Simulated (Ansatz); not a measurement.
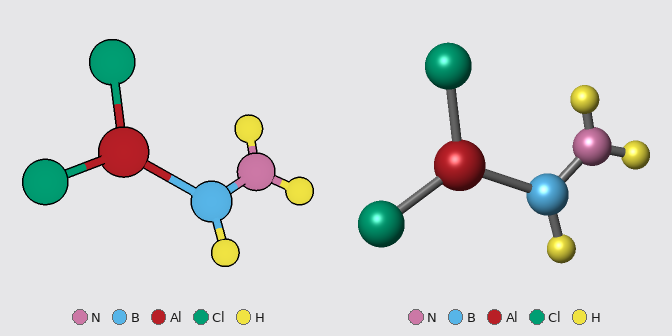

Two views of one molecule.

The geometry was computed by an optimisation with PBE0-D4/def2-TZVP.

Give the formula.

AlBCl2H3N, 8 atoms: 1 aluminium, 1 boron, 2 chlorine, 3 hydrogen and 1 nitrogen.

What is its SMILES?

N[BH][Al]([Cl])[Cl]

Count the bonded pairs by element.

2 Al–Cl, 2 N–H, 1 B–N, 1 Al–B, 1 B–H.

Name some functional groups or characteristic bonds that it holds.

Among them: B–H bond.

The parts below concern this one geometry. Atoms keep their numbers from picture to picture.

## Shape

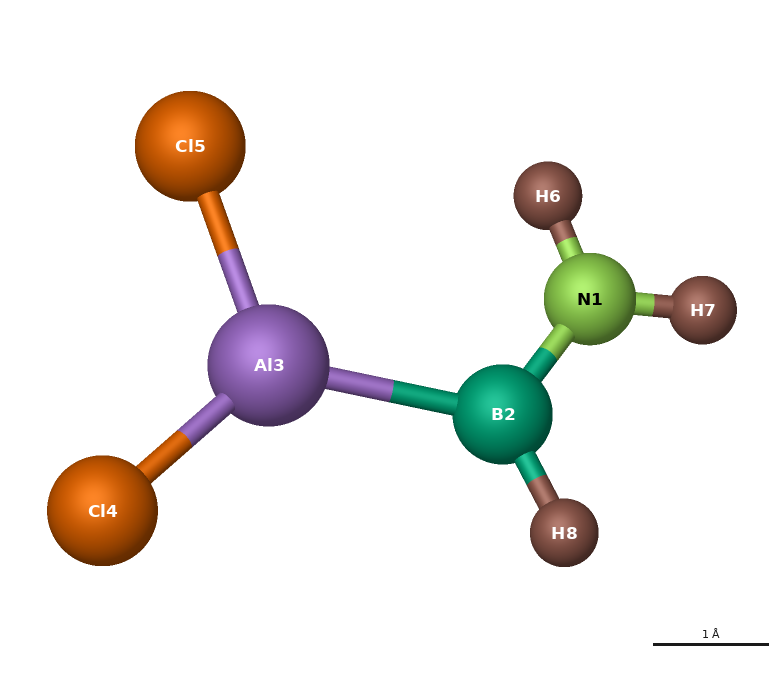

The atoms are numbered.

What is the geometry at B2?

B2 has 3 neighbours (N1 at 1.38, Al3 at 2.12, H8 at 1.20 Å); the arrangement is trigonal planar.

Describe the coordination of atom 1.

N1 has 3 neighbours (B2 at 1.38, H6 at 1.01, H7 at 1.01 Å); the arrangement is trigonal planar.

Describe the coordination of atom 3.

Al3 has 3 neighbours (B2 at 2.12, Cl4 at 2.10, Cl5 at 2.11 Å); the arrangement is trigonal planar.

What is the dihedral angle N1–B2–Al3–Cl4?

180° in size, that is anti.

## Charges

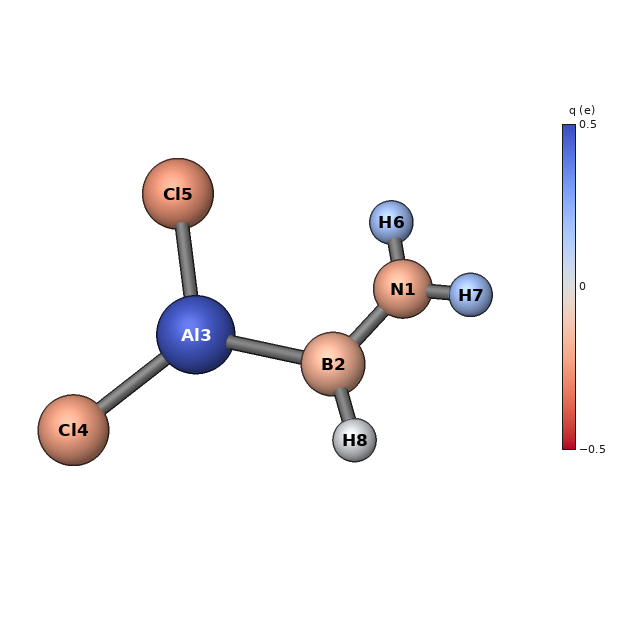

Atoms are coloured by their Mulliken charges. Properties computed with RKS PBE-D4/def2-TZVPP (Ansatz 0.2.0).

Which atom carries the highest charge (most positive or least negative)?

Al3 (0.47 e).

And the lowest?

Cl5 (−0.25 e).

List the Mulliken charges.

| atom | value (e) |
| --- | --- |
| N1 | −0.20 |
| B2 | −0.18 |
| Al3 | 0.47 |
| Cl4 | −0.22 |
| Cl5 | −0.25 |
| H6 | 0.18 |
| H7 | 0.18 |
| H8 | 0.02 |

## Levels of theory compared

Program: Ansatz 0.2.0.

Compare HOMO–LUMO gap (eV), HOMO energy (eV), dipole (D) at these levels: B3LYP-D4/def2-TZVPP; PBE-D4/def2-TZVPP; r2SCAN-D4/def2-TZVPP; ωB97M-V/def2-TZVPP.

```csv
level,HOMO–LUMO gap (eV),HOMO energy (eV),dipole (D)
B3LYP-D4/def2-TZVPP,5.52,−7.61,3.59
PBE-D4/def2-TZVPP,3.89,−6.61,3.65
r2SCAN-D4/def2-TZVPP,4.31,−6.85,3.62
ωB97M-V/def2-TZVPP,9.80,−9.90,3.57
```

## Thermal motion

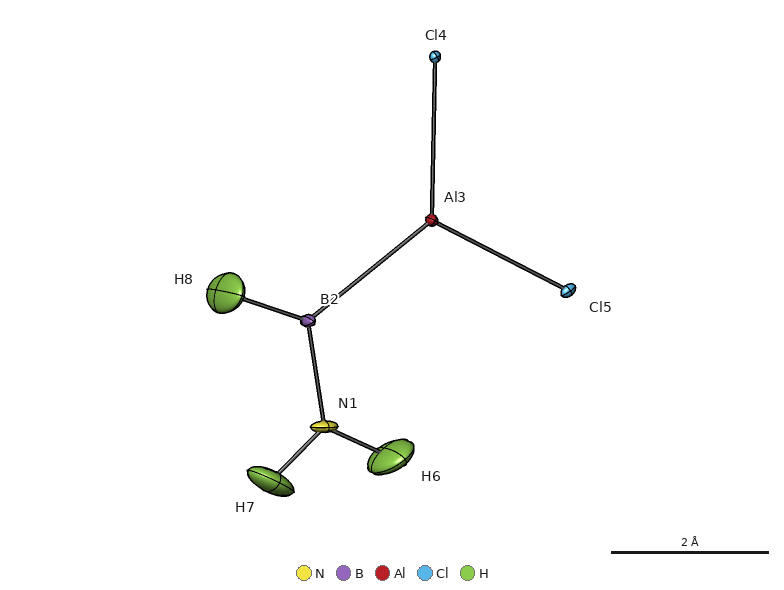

Displacement ellipsoids at the 50 % level, from the internal vibrations of the free molecule (harmonic, no overall translation or rotation; no half-axis is drawn under 0.075 Å). Vibrations computed with RKS PBE0-D4/def2-TZVP (Ansatz 0.2.0). Temperature: 100 K.

Which atom moves most?

H8, with U_eq = 0.0548 Å².

Does H8 move more along its bond or across it?

Across it: the root-mean-square amplitude is 0.093 Å along the bond and up to 0.355 Å across, since bending and torsion are softer than stretching.

List U_eq and the three principal root-mean-square amplitudes for each kind of atom.

| atom | U_eq (Å²) | rms amplitudes (Å) |
| --- | --- | --- |
| N1 | 0.0095 | 0.048, 0.109, 0.120 |
| B2 | 0.0070 | 0.051, 0.055, 0.124 |
| Al3 | 0.0033 | 0.037, 0.053, 0.075 |
| Cl4 | 0.0019 | 0.038, 0.043, 0.048 |
| Cl5 | 0.0024 | 0.015, 0.040, 0.073 |
| H6 | 0.0493 | 0.097, 0.204, 0.311 |
| H7 | 0.0318 | 0.091, 0.200, 0.217 |
| H8 | 0.0548 | 0.093, 0.174, 0.355 |

Mulliken values depend strongly on the basis set and can even reverse the polarity of a bond.
